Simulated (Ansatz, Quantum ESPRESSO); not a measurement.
# HfN(001), 4 layers against a metal electrode: the electrode's level over the Fermi level at a withheld member of a series

How the rows were computed: Quantum ESPRESSO 7.5, PBE, GBRV ultrasoft. The slab is relaxed neutral, then held. ESM with bc3: vacuum below and a metal electrode about 6 Å above the top atoms. Cold smearing of 0.02 Ry. Charges are set per cell from the starting area. The slabs take the lattice constants of the bulk relaxed by the same program. The series steps the charge of the slab (positive: electrons removed).

```tsv
charge of the slab	electrode's level over the Fermi level (eV)
1 ×10¹³ e/cm²	3.201
2 ×10¹³ e/cm²	3.866
3 ×10¹³ e/cm²	4.584
4.5 ×10¹³ e/cm²	5.735
7 ×10¹³ e/cm²	7.773
8 ×10¹³ e/cm²	8.615
```

One more run was made and is withheld. What is the electrode's level over the Fermi level at 6 ×10¹³ e/cm²?

By hand: The rows at 4.5 ×10¹³ e/cm² and 7 ×10¹³ e/cm² give a slope of (7.773 − (5.735))/(7 − (4.5)) = 0.8152, so a straight line gives 6.958 eV. A parabola through these and the row at 3 ×10¹³ e/cm² gives 6.940 eV.

**The withheld run.** 6.945 eV. The line misses by +0.013 and the parabola by −0.005 eV. Both misses are under 5 % of the step from the nearer row.

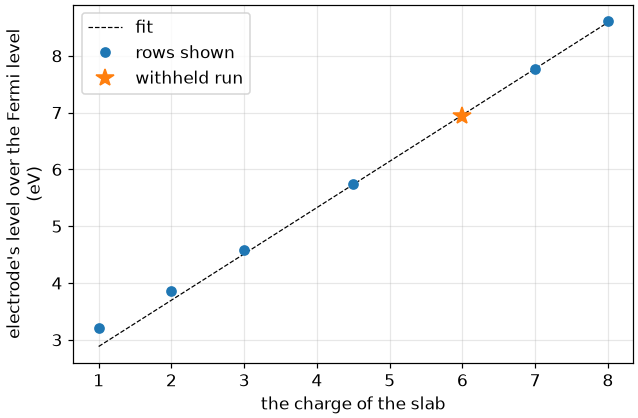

The rows shown, the fit and the withheld run.

Caveats: Vacuum fills the gap; ions don't answer the charge; added electrons can spill towards the electrode at the most negative charges. Members without a usable value, or on the other side of zero field or charge, are not listed.

[Logs are printed without paths, hosts, clocks, repeated set-up lines and the standing remarks that a program may print on its own settings, such as how far it seeks lower states.]
